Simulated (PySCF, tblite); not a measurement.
# 2-methyl-3-butenoic acid (C₅H₈O₂): dynamics, then NMR shifts on frames, part 2 of 2

tblite 0.8.0 and PySCF 2.14.0. Atoms count from 0. Earlier steps stand in the parts before.

## (5) Nuclear shieldings: 625 fs, PBE0/pcSseg-1

What the job is given:

```
{"job": {"kind": "nmr", "xc": "PBE0", "basis": "pcSseg-1", "pop": false}, "charge": 0, "multiplicity": 1}
C      1.695800     1.260000     0.797800
C      0.819200     0.650800     0.026000
C     -0.551900     0.314500     0.386700
C     -0.659100    -1.123500     0.869600
C     -1.495000     0.693300    -0.690200
O     -1.372300     0.588500    -1.899900
O     -2.596500     1.267800    -0.163300
H      1.466100     1.792800     1.682500
H      2.675900     1.512700     0.452000
H      1.148000     0.315200    -0.939900
H     -0.726400     0.914200     1.351800
H     -0.403700    -1.832100     0.020200
H     -1.704800    -1.276600     1.039200
H     -0.004700    -1.367400     1.636800
H     -3.198300     1.564100    -0.831100
```

Level: GIAO PBE0/pcSseg-1 NMR shielding, non-relativistic, gas phase.

Log:

```text
coarse grid: 12568 points
cycle   1  E = -345.1055612294  dE =  1.135e+00  |g| = 9.473e-01  |ddm| = 3.401e+00
cycle   2  E = -344.7609445615  dE =  3.446e-01  |g| = 1.669e+00  |ddm| = 1.805e+00
cycle   3  E = -345.2590879811  dE = -4.981e-01  |g| = 3.131e-01  |ddm| = 1.335e+00
cycle   4  E = -345.2772265848  dE = -1.814e-02  |g| = 7.803e-02  |ddm| = 2.471e-01
cycle   5  E = -345.2781293636  dE = -9.028e-04  |g| = 2.566e-02  |ddm| = 5.834e-02
cycle   6  E = -345.2782737749  dE = -1.444e-04  |g| = 5.596e-03  |ddm| = 2.339e-02
cycle   7  E = -345.2782792944  dE = -5.520e-06  |g| = 2.478e-03  |ddm| = 5.622e-03
final grid: 121432 points
cycle   8  E = -345.3398986242  dE = -1.689e-05  |g| = 1.375e-02  |ddm| = 2.778e-02
cycle   9  E = -345.3398211333  dE =  7.749e-05  |g| = 2.410e-02  |ddm| = 2.737e-02
cycle  10  E = -345.3399357421  dE = -1.146e-04  |g| = 3.036e-03  |ddm| = 1.798e-02
cycle  11  E = -345.3399375383  dE = -1.796e-06  |g| = 4.713e-04  |ddm| = 2.081e-03
cycle  12  E = -345.3399375739  dE = -3.553e-08  |g| = 1.680e-04  |ddm| = 3.862e-04
cycle  13  E = -345.3399375796  dE = -5.773e-09  |g| = 5.263e-05  |ddm| = 1.685e-04
cycle  14  E = -345.3399375803  dE = -6.381e-10  |g| = 1.304e-05  |ddm| = 5.019e-05
converged SCF energy = -345.3399375803

GIAO shielding tensors (ppm)
atom      isotropic    diamagn.    paramagn.     s11        s22        s33       span
  0 C       68.269     252.238    -183.969    -35.572     78.086    162.294    197.866
  1 C       38.300     256.349    -218.049    -82.296     40.610    156.585    238.881
  2 C      139.971     247.688    -107.717    125.053    135.794    159.065     34.012
  3 C      164.188     246.847     -82.659    145.501    158.268    188.794     43.293
  4 C        4.938     248.791    -243.853   -105.771     46.455     74.131    179.902
  5 O     -110.856     403.083    -513.939   -349.570   -272.761    289.762    639.333
  6 O      115.531     389.792    -274.261    -40.707    137.101    250.199    290.906
  7 H       26.877      31.782      -4.904     23.798     26.266     30.568      6.770
  8 H       26.740      29.910      -3.170     24.578     25.354     30.287      5.709
  9 H       25.283      32.977      -7.693     22.815     24.467     28.568      5.752
 10 H       27.004      31.333      -4.328     24.222     26.556     30.236      6.014
 11 H       29.419      29.184       0.235     25.805     27.869     34.584      8.779
 12 H       30.373      29.568       0.805     25.797     28.832     36.489     10.692
 13 H       31.596      31.248       0.349     27.861     29.535     37.393      9.531
 14 H       26.052      30.688      -4.636     20.151     23.391     34.616     14.465
```

It took 13 s on 1 thread, shared host.

This run: δ C4 182.0, C1 148.6, C0 118.7, C2 47.0, H9 6.43, H14 5.66 ppm.

## (6) Shielding tensors: 800 fs, PBE0/pcSseg-1

What the job is given:

```
{"job": {"kind": "nmr", "xc": "PBE0", "basis": "pcSseg-1", "pop": false}, "charge": 0, "multiplicity": 1}
C      1.490400     0.868900     1.714900
C      0.938800     0.273000     0.684400
C     -0.504200     0.358900     0.472300
C     -1.325500    -0.927400     0.910200
C     -1.047700     0.469700    -0.985600
O     -0.519100     0.063900    -1.984600
O     -2.263900     1.030900    -0.890300
H      0.953900     1.424900     2.413500
H      2.533400     0.749100     1.892500
H      1.475500    -0.445700     0.091600
H     -0.774200     1.355400     0.972300
H     -1.265700    -1.612600     0.050200
H     -2.322100    -0.685700     1.203700
H     -0.830200    -1.391900     1.805200
H     -2.696200     1.002500    -1.743500
```

Level: GIAO PBE0/pcSseg-1 NMR shielding, non-relativistic, gas phase.

Log:

```text
coarse grid: 12568 points
cycle   1  E = -345.1090972452  dE =  1.031e+00  |g| = 9.319e-01  |ddm| = 3.373e+00
cycle   2  E = -344.8036838282  dE =  3.054e-01  |g| = 1.603e+00  |ddm| = 1.687e+00
cycle   3  E = -345.2594455749  dE = -4.558e-01  |g| = 2.848e-01  |ddm| = 1.208e+00
cycle   4  E = -345.2743638424  dE = -1.492e-02  |g| = 7.233e-02  |ddm| = 2.269e-01
cycle   5  E = -345.2751430824  dE = -7.792e-04  |g| = 2.315e-02  |ddm| = 5.255e-02
cycle   6  E = -345.2752600893  dE = -1.170e-04  |g| = 4.728e-03  |ddm| = 2.057e-02
cycle   7  E = -345.2752640470  dE = -3.958e-06  |g| = 2.120e-03  |ddm| = 4.886e-03
final grid: 121432 points
cycle   8  E = -345.3384936329  dE = -1.684e-05  |g| = 1.309e-02  |ddm| = 2.686e-02
cycle   9  E = -345.3384323383  dE =  6.129e-05  |g| = 2.212e-02  |ddm| = 2.455e-02
cycle  10  E = -345.3385268185  dE = -9.448e-05  |g| = 2.780e-03  |ddm| = 1.582e-02
cycle  11  E = -345.3385283349  dE = -1.516e-06  |g| = 4.291e-04  |ddm| = 1.955e-03
cycle  12  E = -345.3385283633  dE = -2.838e-08  |g| = 1.520e-04  |ddm| = 3.491e-04
cycle  13  E = -345.3385283680  dE = -4.735e-09  |g| = 4.655e-05  |ddm| = 1.424e-04
cycle  14  E = -345.3385283685  dE = -4.956e-10  |g| = 1.279e-05  |ddm| = 4.555e-05
converged SCF energy = -345.3385283685

GIAO shielding tensors (ppm)
atom      isotropic    diamagn.    paramagn.     s11        s22        s33       span
  0 C       64.845     254.031    -189.187    -48.136     80.898    161.773    209.909
  1 C       41.502     254.456    -212.954    -82.490     42.005    164.992    247.482
  2 C      129.789     249.595    -119.806    107.771    129.241    152.354     44.582
  3 C      154.025     248.018     -93.992    125.038    153.895    183.142     58.105
  4 C        5.487     253.379    -247.893   -103.148     47.070     72.538    175.685
  5 O      -67.243     403.402    -470.645   -288.317   -196.266    282.855    571.172
  6 O      134.872     391.087    -256.216     -7.534    154.617    257.532    265.065
  7 H       26.703      32.636      -5.933     22.632     26.574     30.904      8.272
  8 H       26.704      30.077      -3.373     23.672     25.439     31.000      7.328
  9 H       25.222      32.438      -7.216     22.784     24.662     28.219      5.435
 10 H       27.224      32.075      -4.851     22.762     29.398     29.511      6.749
 11 H       29.595      29.797      -0.202     25.914     29.226     33.644      7.731
 12 H       29.674      30.021      -0.347     26.033     28.267     34.722      8.690
 13 H       29.742      29.137       0.605     26.132     27.973     35.121      8.989
 14 H       26.462      30.393      -3.932     20.549     23.272     35.565     15.016
```

Wall time 14 s (1 thread, shared host).

In short: δ C4 181.4, C1 145.4, C0 122.1, C2 57.1, H9 6.49, H14 5.26 ppm.

## (7) Nuclear shieldings: 1000 fs, PBE0/pcSseg-1

What the job is given:

```
{"job": {"kind": "nmr", "xc": "PBE0", "basis": "pcSseg-1", "pop": false}, "charge": 0, "multiplicity": 1}
C      1.797200     0.892800     1.567500
C      0.907100     0.083800     1.018600
C     -0.442000     0.499400     0.563500
C     -1.510500    -0.414600     1.109400
C     -0.638100     0.426700    -0.966000
O      0.037500    -0.209700    -1.754700
O     -1.880600     0.923700    -1.372800
H      1.525800     1.903300     1.947700
H      2.741100     0.465100     1.922500
H      1.085900    -1.019900     0.923000
H     -0.642600     1.519000     0.983300
H     -1.514800    -1.333800     0.483800
H     -2.594500    -0.059000     1.141900
H     -1.247300    -0.686700     2.106600
H     -1.975200     0.782300    -2.291000
```

Method: GIAO PBE0/pcSseg-1 NMR shielding, non-relativistic, gas phase.

Log:

```text
coarse grid: 12568 points
cycle   1  E = -345.0992230703  dE =  9.202e-01  |g| = 9.597e-01  |ddm| = 3.341e+00
cycle   2  E = -344.7200682950  dE =  3.792e-01  |g| = 1.732e+00  |ddm| = 1.742e+00
cycle   3  E = -345.2587220395  dE = -5.387e-01  |g| = 3.020e-01  |ddm| = 1.273e+00
cycle   4  E = -345.2753380013  dE = -1.662e-02  |g| = 8.622e-02  |ddm| = 2.426e-01
cycle   5  E = -345.2764756059  dE = -1.138e-03  |g| = 2.611e-02  |ddm| = 6.112e-02
cycle   6  E = -345.2766277271  dE = -1.521e-04  |g| = 5.679e-03  |ddm| = 2.373e-02
cycle   7  E = -345.2766334830  dE = -5.756e-06  |g| = 2.445e-03  |ddm| = 5.537e-03
final grid: 121432 points
cycle   8  E = -345.3398783352  dE = -1.072e-05  |g| = 1.410e-02  |ddm| = 2.595e-02
cycle   9  E = -345.3397966003  dE =  8.173e-05  |g| = 2.485e-02  |ddm| = 2.658e-02
cycle  10  E = -345.3399166399  dE = -1.200e-04  |g| = 2.997e-03  |ddm| = 1.748e-02
cycle  11  E = -345.3399184128  dE = -1.773e-06  |g| = 4.457e-04  |ddm| = 2.045e-03
cycle  12  E = -345.3399184450  dE = -3.225e-08  |g| = 1.730e-04  |ddm| = 3.960e-04
cycle  13  E = -345.3399184511  dE = -6.101e-09  |g| = 4.773e-05  |ddm| = 1.446e-04
cycle  14  E = -345.3399184516  dE = -5.091e-10  |g| = 1.509e-05  |ddm| = 4.386e-05
converged SCF energy = -345.3399184516

GIAO shielding tensors (ppm)
atom      isotropic    diamagn.    paramagn.     s11        s22        s33       span
  0 C       61.342     252.713    -191.371    -47.753     77.928    153.851    201.604
  1 C       36.626     256.104    -219.479    -84.422     44.537    149.762    234.184
  2 C      137.218     247.917    -110.699    122.967    128.628    160.060     37.094
  3 C      160.548     248.256     -87.708    140.147    159.236    182.262     42.115
  4 C       -2.951     250.864    -253.815   -117.253     44.647     63.752    181.005
  5 O     -133.248     403.165    -536.414   -382.024   -283.183    265.462    647.486
  6 O      114.681     391.599    -276.918    -58.099    135.737    266.404    324.502
  7 H       25.517      29.541      -4.024     22.451     24.792     29.308      6.857
  8 H       25.942      28.331      -2.389     23.290     24.480     30.055      6.764
  9 H       24.902      31.308      -6.406     22.872     23.994     27.840      4.968
 10 H       27.799      31.343      -3.545     24.705     27.846     30.845      6.140
 11 H       29.793      29.858      -0.065     26.624     28.277     34.478      7.853
 12 H       28.451      27.758       0.692     24.642     26.416     34.293      9.651
 13 H       31.069      30.402       0.667     26.727     29.602     36.878     10.151
 14 H       26.543      32.977      -6.434     20.627     24.493     34.509     13.882
```

Run time: 14 s. Hardware: 1 thread, shared host.

In short: δ C4 189.9, C1 150.3, C0 125.6, C2 49.7, H9 6.81, H7 6.20 ppm.

## (8) Comparing the runs: NMR shifts

Shifts (ppm) of some atoms, chosen among heavy atoms and hydrogens apart, with basis size and wall time:

| frame | C4 | C2 | C3 | H14 | H10 | O5 | O6 | functions | time |
| --- | --- | --- | --- | --- | --- | --- | --- | --- | --- |
| 250 fs | 173.6 | 43.0 | 27.7 | 7.15 | 1.79 | 396.1 | 207.7 | 159 | 14 s |
| 425 fs | 183.7 | 42.3 | 34.1 | 6.63 | 3.74 | 429.0 | 216.3 | 159 | 14 s |
| 625 fs | 182.0 | 47.0 | 22.7 | 5.66 | 4.71 | 446.9 | 220.5 | 159 | 13 s |
| 800 fs | 181.4 | 57.1 | 32.9 | 5.26 | 4.49 | 403.3 | 201.2 | 159 | 14 s |
| 1000 fs | 189.9 | 49.7 | 26.4 | 5.17 | 3.92 | 469.3 | 221.4 | 159 | 14 s |

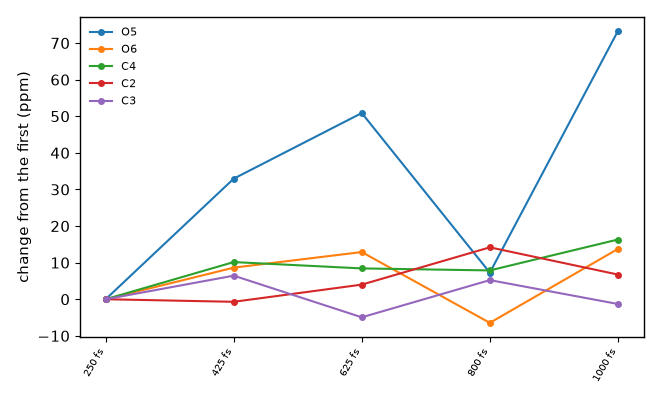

How five of the tabulated atoms move from run to run.

## (9) Results

This closing draws on all 2 parts.

| quantity | value |
| --- | --- |
| thermostat | 300 K |
| mean temperature, second half | 351 K |
| mean potential energy above the minimum | 0.56 eV |
| 13C shifts against TMS (PBE0/pcSseg-1, 250 fs) | 173.6, 148.1, 122.4, 43.0, 27.7 ppm |
| 1H shifts against TMS (PBE0/pcSseg-1, 250 fs) | 7.15, 6.15, 5.82, 5.17, 2.93, 1.80, 1.79, 1.52 ppm |
| 17O shifts against H2O (PBE0/pcSseg-1, 250 fs) | 396.1, 207.7 ppm |
| range of the shift of O5 | 396.1 to 469.3 ppm |

In words: In the second half the potential energy averages 0.56 eV above the minimum; equipartition over 39 harmonic modes at 300 K would give 0.50 eV. With 15 atoms the temperature swings widely (134 to 429 K). Shifts at one fixed geometry are not the observed spectrum, which averages over the motion. In the first frame run (250 fs): The largest span, 552 ppm, is at O5, where the paramagnetic term is -464 ppm. Across the 5 runs the shift of O5 moves most, between 396.1 (250 fs) and 469.3 ppm (1000 fs).
